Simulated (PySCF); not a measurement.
**C6H11NOSi (SMILES CNCC1=C[SiH2]C=CO1): density, localisation and related maps**

```yaml
atoms:
  - { symbol: C, position_ang: [2.6061, 0.5637, 0.4865] }
  - { symbol: N, position_ang: [2.2531, -0.2216, -0.6796] }
  - { symbol: C, position_ang: [1.2196, -1.2026, -0.4101] }
  - { symbol: C, position_ang: [-0.1287, -0.5443, -0.2052] }
  - { symbol: C, position_ang: [-0.4949, 0.5832, -0.8181] }
  - { symbol: Si, position_ang: [-2.1586, 1.3767, -0.5409] }
  - { symbol: C, position_ang: [-2.8628, 0.0899, 0.6165] }
  - { symbol: C, position_ang: [-2.1435, -0.9615, 1.0016] }
  - { symbol: O, position_ang: [-0.8738, -1.2843, 0.6637] }
  - { symbol: H, position_ang: [3.3972, 1.2601, 0.2157] }
  - { symbol: H, position_ang: [1.7316, 1.1321, 0.8011] }
  - { symbol: H, position_ang: [2.9465, -0.0486, 1.3357] }
  - { symbol: H, position_ang: [3.0796, -0.6945, -1.0318] }
  - { symbol: H, position_ang: [1.4312, -1.8216, 0.4803] }
  - { symbol: H, position_ang: [1.1506, -1.8714, -1.2744] }
  - { symbol: H, position_ang: [0.2433, 1.0131, -1.4771] }
  - { symbol: H, position_ang: [-2.0652, 2.6985, 0.1020] }
  - { symbol: H, position_ang: [-2.9469, 1.5069, -1.7761] }
  - { symbol: H, position_ang: [-3.8668, 0.1596, 1.0046] }
  - { symbol: H, position_ang: [-2.5227, -1.7228, 1.6766] }
```

Geometry: GFN2-xTB.

All numbers below come from PBE0/pcSseg-1, SCF density, gas phase, non-relativistic (PySCF 2.14.0).

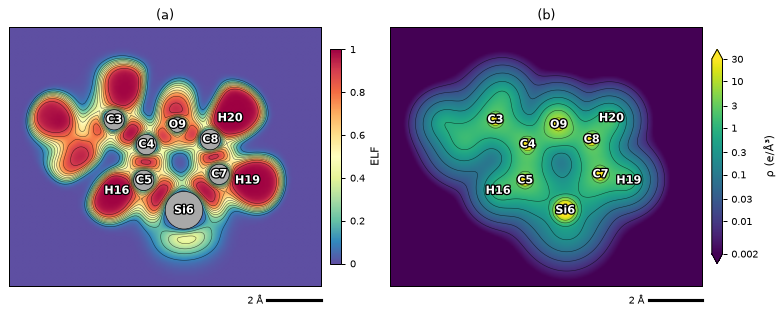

Figure 1. (a) electron localisation function; (b) electron density on the plane of atoms C7, C8 and H20. Grey discs cover the atomic cores in the ELF map.

What do the fields say about this system?

Answer. The section cuts through C, Si, O and H sites. C–C (1.33 Å): ρ is about 2.3 e/Å³ halfway; the ELF peaks at about 0.90 between the atoms: a multiple bond. C–O (1.35 Å): the density is about 2.3 e/Å³ at the midpoint, with its minimum of 2 e/Å³ about 0.5 Å from C; the ELF peaks at about 0.90 between the atoms; a polar covalent bond. C–Si (1.86 Å): ρ at the midpoint is about 0.94 e/Å³; the ELF peaks at about 0.95 between the atoms; localised, covalent bonding. C–C (1.51 Å): ρ at the midpoint is about 1.7 e/Å³; the ELF peaks at about 0.95 between the atoms (a shared electron pair). C–H (1.08 Å): the density is about 2 e/Å³ at the midpoint; the ELF climbs to about 1 towards the hydrogen, as it does in any bond to H: an ordinary covalent bond to hydrogen. The ELF also peaks beside N2 and O9, away from the bonds: lone-pair regions.

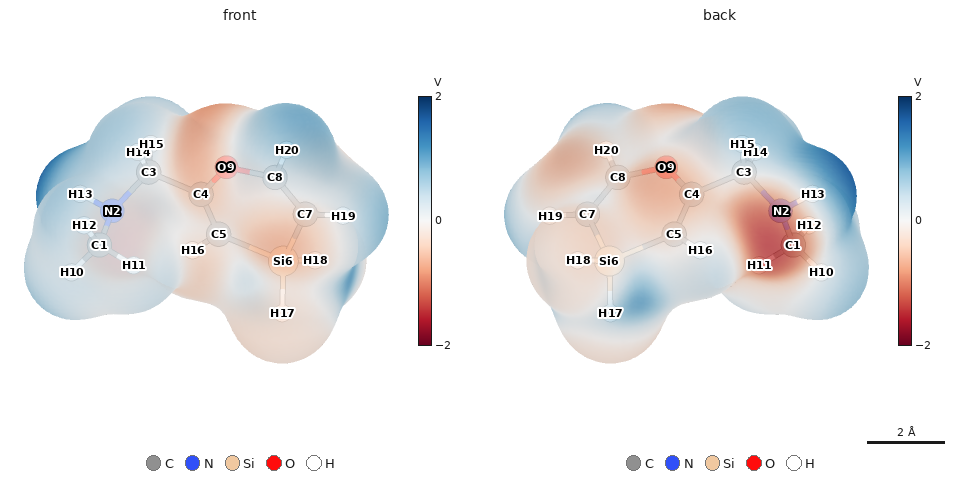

Figure 2. The molecular electrostatic potential painted on the density surface at 0.002 e/bohr³, seen from the front and from behind; the colour scale runs from red (negative) to blue (positive).

Which sites attract a positive test charge, and which a negative one?

Answer. A positive charge is drawn to the negative regions and a negative charge to the positive ones. The most negative region (about −1.3 V, or −30 kcal/mol for a unit charge) lies over N2, the most positive (about +1.5 V, or +35 kcal/mol for a unit charge) over H13. N2 is the likeliest acceptor of a hydrogen bond.

How polar is the molecule by this calculation?

Answer. Its dipole moment is 1.72 D.
